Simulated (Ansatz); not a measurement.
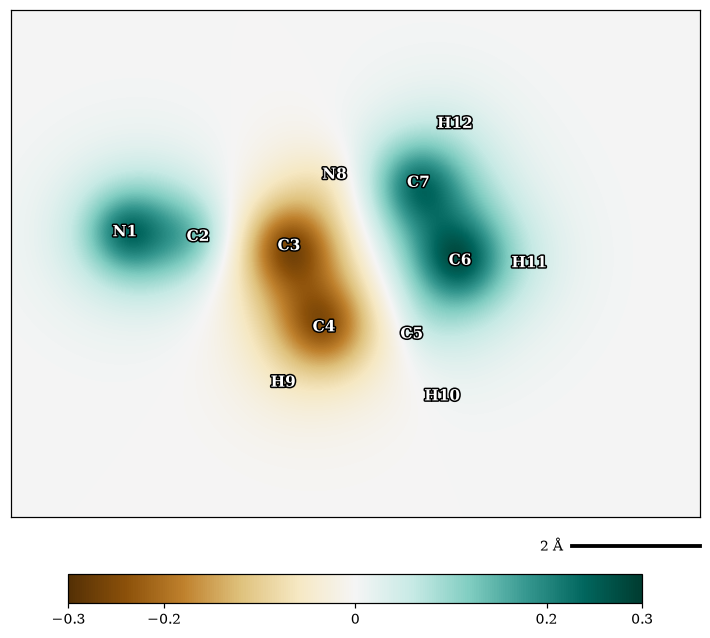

Figure. C6H4N2 (SMILES N#Cc1ccccn1). The HOMO on a plane 0.8 Å above the molecular plane (values in Å⁻³ᐟ²; the overall sign is arbitrary).

Geometry: PBE0-D4/def2-TZVP.

The calculation used RKS PBE0-D4/def2-TZVPP in Ansatz 0.2.0.

```yaml
atoms:
  - { symbol: N, position_ang: [1.8468, -1.2418, 2.9167] }
  - { symbol: C, position_ang: [1.2582, -0.9306, 1.9785] }
  - { symbol: C, position_ang: [0.5293, -0.4905, 0.8203] }
  - { symbol: C, position_ang: [0.3395, 0.8727, 0.6170] }
  - { symbol: C, position_ang: [-0.3657, 1.2683, -0.5061] }
  - { symbol: C, position_ang: [-0.8451, 0.2966, -1.3669] }
  - { symbol: C, position_ang: [-0.5982, -1.0375, -1.0675] }
  - { symbol: N, position_ang: [0.0741, -1.4370, 0.0011] }
  - { symbol: H, position_ang: [0.7373, 1.5889, 1.3244] }
  - { symbol: H, position_ang: [-0.5368, 2.3199, -0.7034] }
  - { symbol: H, position_ang: [-1.4019, 0.5604, -2.2575] }
  - { symbol: H, position_ang: [-0.9606, -1.8243, -1.7224] }
```

Where does this orbital lie, and at what energy?

Answer. Its weight (Hirshfeld) is mainly on C6 (about 20 %), C3 (about 15 %), C4 (about 15 %), N1 (about 15 %), C7 (about 15 %) and C2 (about 5 %); it changes sign across the molecular plane (π type); π-bonding across N1–C2, C3–C4 and C6–C7; π-antibonding (a node) across C2–C3. Its energy is −8.19 eV.
